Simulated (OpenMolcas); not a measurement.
**One shape, several levels: triplet H2S**

Aim: a comparison of 4 runs (ROHF/3-21G, USVWN5/3-21G, ROMP2/3-21G, ROCCSD(T)/3-21G) of triplet H2S. 

The results are computed with OpenMolcas 26.06.

## 1. Starting point

H2S: 3 atoms, total charge 0, spin state triplet. SMILES of the parent species: `S`. The coordinates come from a PBE0-D4/def2-TZVP relaxation. That shape belongs to the parent species and isn't relaxed for this state.

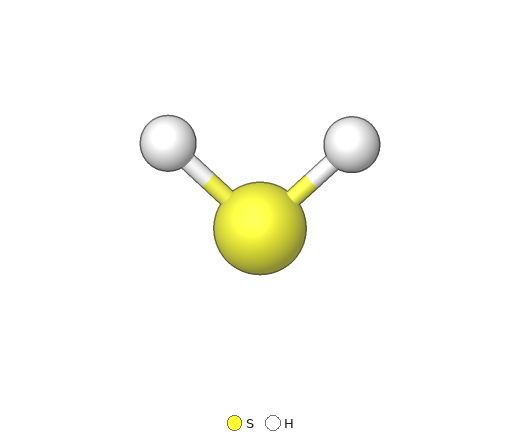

The structure, seen from a chosen angle (sulfur yellow, hydrogen white).

## 2. A single-point energy at ROHF/3-21G (run 1)

File step1.input:

```
&GATEWAY
BasLib = $CurrDir
Coord
3
angstrom
S        0.495500      -0.280600       0.243900
H        0.097900       0.997700       0.162400
H       -0.593400      -0.717100      -0.406300
Basis = 3-21G
Group = NoSym
&SEWARD
&SCF
UHF
Spin = 3
PrOrbitals = 1 1
&RASSCF
FileOrb = $Project.UnaOrb
Spin = 3
Nactel = 2 0 0
Inactive = 8
Ras2 = 2
OutOrbitals = Canonical
OrbListing = Nothing
```

The basis set 3-21G is read from a file made from the Basis Set Exchange's data (not shown).

Launch:

```
$ export MOLCAS_MEM=1860
$ pymolcas step1.input > step1.log
```

The program printed:

```text
--- Start Module: gateway ---
[...]
--- Stop Module: gateway /rc=_RC_ALL_IS_WELL_ ---
[...]
      Basis functions           17
[...]
--- Start Module: scf ---
[...]
       Convergence after  14 Iterations
[...]
::    Total SCF energy                               -396.4778709319
[...]
      Total spin, S                                     1.0048252023
[...]
--- Stop Module: scf /rc=_RC_ALL_IS_WELL_ ---
--- Start Module: rasscf ---
[...]
      Number of active orbitals                  2
[...]
      Spin quantum number                      1.0
[...]
      Active orbitals                            2
[...]
      Number of CSFs                             1
[...]
      Number of root(s) required                 1
[...]
      Convergence after  8 iterations
[...]
      printout of CI-coefficients larger than  0.05 for root  1
      energy=    -396.475015
      conf/sym  11     Coeff  Weight
             1  uu   1.00000 1.00000
      Natural orbitals and occupation numbers for root  1
      sym 1:   1.000000   1.000000
      ************************************************************************************************************************
      *                                                    Final results                                                     *
[...]
::    RASSCF root number  1 Total energy:   -396.47501528
[...]
      Total electronic charge=   18.000000
      Total            charge=   -0.000000
[...]
      Dipole Moment (debye):
      Origin of the operator (angstrom)=    0.4514   -0.2556    0.2222
                   X= -4.8510E-01               Y=  2.7920E-01               Z= -2.3830E-01           Total=  6.0833E-01
      Quadrupole Moment (debye*angstrom):
[...]
--- Stop Module: rasscf /rc=_RC_ALL_IS_WELL_ ---
[...]
```

Wall time 2.4 s (1 thread of Arm Neoverse V1, shared host); peak memory 0.37 GiB.

## 3. The energy at USVWN5/3-21G (run 2)

File run.inp:

```
&GATEWAY
  BasLib
  $CurrDir
  Coord
  3
  angstrom
  S        0.495500      -0.280600       0.243900
  H        0.097900       0.997700       0.162400
  H       -0.593400      -0.717100      -0.406300
  Basis
  3-21G
  Group
  NoSym

&SEWARD
  GridInput
  Grid=UltraFine
  End of Grid

&SCF
  UHF
  Spin
  3
  KSDFT
  SVWN5
  Thresholds
  1e-10 1e-07 1e-07 1e-05
  PrOrbitals
  1 1
```

The basis set 3-21G is read from a file made from the Basis Set Exchange's data (not shown).

Launch:

```
$ export MOLCAS_MEM=1860
$ pymolcas run.inp > run.log
```

The program printed:

```text
--- Start Module: gateway ---
[...]
--- Stop Module: gateway /rc=_RC_ALL_IS_WELL_ ---
--- Start Module: seward ---
[...]
      Basis functions           17
--- Stop Module: seward /rc=_RC_ALL_IS_WELL_ ---
--- Start Module: scf ---
[...]
       Convergence after  16 Iterations
[...]
::    Total KS-DFT energy                            -395.7608128042
[...]
      Total spin, S                                     1.0001870680
[...]
      Total electronic charge=   18.000000
      Total            charge=   -0.000000
[...]
      Dipole Moment (debye):
      Origin of the operator (angstrom)=    0.4514   -0.2556    0.2222
                   X= -6.0645E-01               Y=  3.4434E-01               Z= -2.9841E-01           Total=  7.5855E-01
      Quadrupole Moment (debye*angstrom):
[...]
--- Stop Module: scf /rc=_RC_ALL_IS_WELL_ ---
[...]
```

Wall time 4.5 s (1 thread of Arm Neoverse V1, shared host); peak memory 0.37 GiB.

## 4. The energy at ROMP2/3-21G (run 3)

File run.inp:

```
&GATEWAY
 BasLib=$CurrDir
 Coord
 3
 angstrom
 S        0.495500      -0.280600       0.243900
 H        0.097900       0.997700       0.162400
 H       -0.593400      -0.717100      -0.406300
 Basis=3-21G
 Group=NoSym

&SEWARD

&SCF
 UHF
 Spin=3
 Thresholds=1e-10 1e-07 1e-07 1e-05
 PrOrbitals=1 1

&RASSCF
 FileOrb=$Project.UnaOrb
 Spin=3
 Nactel=2 0 0
 Inactive=8
 Ras2=2
 OutOrbitals=Canonical
 OrbListing=Nothing

&CASPT2
 IPEA=0.0
 Frozen=5
```

The basis set 3-21G is read from a file made from the Basis Set Exchange's data (not shown).

Launch:

```
$ export MOLCAS_MEM=1860
$ pymolcas run.inp > run.log
```

The program printed:

```text
--- Start Module: gateway ---
[...]
--- Stop Module: gateway /rc=_RC_ALL_IS_WELL_ ---
[...]
      Basis functions           17
[...]
       Convergence after  26 Iterations
[...]
::    Total SCF energy                               -396.4778707919
[...]
      Total spin, S                                     1.0048231225
[...]
--- Start Module: rasscf ---
[...]
      Number of active orbitals                  2
[...]
      Spin quantum number                      1.0
[...]
      Active orbitals                            2
[...]
      Number of CSFs                             1
[...]
      Number of root(s) required                 1
[...]
      Convergence after  7 iterations
[...]
      printout of CI-coefficients larger than  0.05 for root  1
      energy=    -396.475015
      conf/sym  11     Coeff  Weight
             1  uu   1.00000 1.00000
      Natural orbitals and occupation numbers for root  1
      sym 1:   1.000000   1.000000
      ************************************************************************************************************************
      *                                                    Final results                                                     *
[...]
::    RASSCF root number  1 Total energy:   -396.47501510
[...]
      Total electronic charge=   18.000000
      Total            charge=   -0.000000
[...]
      Dipole Moment (debye):
      Origin of the operator (angstrom)=    0.4514   -0.2556    0.2222
                   X= -4.9548E-01               Y=  2.5304E-01               Z= -2.4688E-01           Total=  6.0867E-01
      Quadrupole Moment (debye*angstrom):
[...]
--- Stop Module: rasscf /rc=_RC_ALL_IS_WELL_ ---
[...]
      E2 (Variational):          -0.0539365343
      Total energy:            -396.5289516355
[...]
      Reference weight:           0.97312
[...]
::    CASPT2 Root  1     Total energy:   -396.52895164
[...]
```

Wall time 2.7 s (1 thread of Arm Neoverse V1, shared host); peak memory 0.37 GiB.

## 5. The energy at ROCCSD(T)/3-21G (run 4)

File run.input:

```
&GATEWAY
BasLib
$CurrDir
Coord
3
angstrom
S        0.495500      -0.280600       0.243900
H        0.097900       0.997700       0.162400
H       -0.593400      -0.717100      -0.406300
Basis
3-21G
Group
NoSym
&SEWARD
&SCF
UHF
Spin
3
Thresholds
1e-10 1e-07 1e-07 1e-05
PrOrbitals
1 1
&RASSCF
FileOrb
$Project.UnaOrb
Spin
3
Nactel
2 0 0
Inactive
8
Ras2
2
OutOrbitals
Canonical
OrbListing
Nothing
&MOTRA
JobIph
Frozen
5
&CCSDT
CCT
Triples
3
Iterations
80
Accuracy
1e-08
Extrapolation
5 4
```

The basis set 3-21G is read from a file made from the Basis Set Exchange's data (not shown).

Launch:

```
$ export MOLCAS_MEM=1860
$ pymolcas run.input > run.log
```

The program printed:

```text
--- Start Module: gateway ---
[...]
--- Stop Module: gateway /rc=_RC_ALL_IS_WELL_ ---
[...]
      Basis functions           17
[...]
       Convergence after  26 Iterations
[...]
::    Total SCF energy                               -396.4778707919
[...]
      Total spin, S                                     1.0048231225
[...]
      Number of active orbitals                  2
[...]
      Spin quantum number                      1.0
[...]
      Active orbitals                            2
[...]
      Number of CSFs                             1
[...]
      Number of root(s) required                 1
[...]
      Convergence after  7 iterations
[...]
      printout of CI-coefficients larger than  0.05 for root  1
      energy=    -396.475015
      conf/sym  11     Coeff  Weight
             1  uu   1.00000 1.00000
      Natural orbitals and occupation numbers for root  1
      sym 1:   1.000000   1.000000
      ************************************************************************************************************************
      *                                                    Final results                                                     *
[...]
::    RASSCF root number  1 Total energy:   -396.47501510
[...]
      Total electronic charge=   18.000000
      Total            charge=   -0.000000
[...]
      Dipole Moment (debye):
      Origin of the operator (angstrom)=    0.4514   -0.2556    0.2222
                   X= -4.9548E-01               Y=  2.5304E-01               Z= -2.4688E-01           Total=  6.0867E-01
      Quadrupole Moment (debye*angstrom):
[...]
--- Start Module: motra ---
[...]
      Convergence after                    14  Iterations
      Total energy (diff) :    -396.54261710      -0.00000000
[...]
 METHOD                       : CCSD+T(CCSD)+<T3(1)WT1>+<T3(1)UT2> = CCSD(T)
[...]
       CCSD     =      -396.5426170967543
[...]
```

Wall time 2.8 s (1 thread of Arm Neoverse V1, shared host); peak memory 0.37 GiB.

## 6. Overview of the runs

| run | level | integration grid | SCF convergence threshold | frozen core orbitals | energy (Eh) | wall time |
| --- | --- | --- | --- | --- | --- | --- |
| 1 | ROHF/3-21G | – | – | – | -396.475015 | 2.4 s |
| 2 | USVWN5/3-21G | UltraFine | 1e-10 | – | -395.760813 | 4.5 s |
| 3 | ROMP2/3-21G | – | 1e-10 | 5 | -396.528952 | 2.7 s |
| 4 | ROCCSD(T)/3-21G | – | 1e-10 | 5 | -396.543266 | 2.8 s |

## 7. What came out

| quantity | value |
| --- | --- |
| run 4: total energy | -396.54327 Eh |
| run 4: (T) correction | -0.65 mEh |

All runs together took 12 s, the longest 4.5 s.
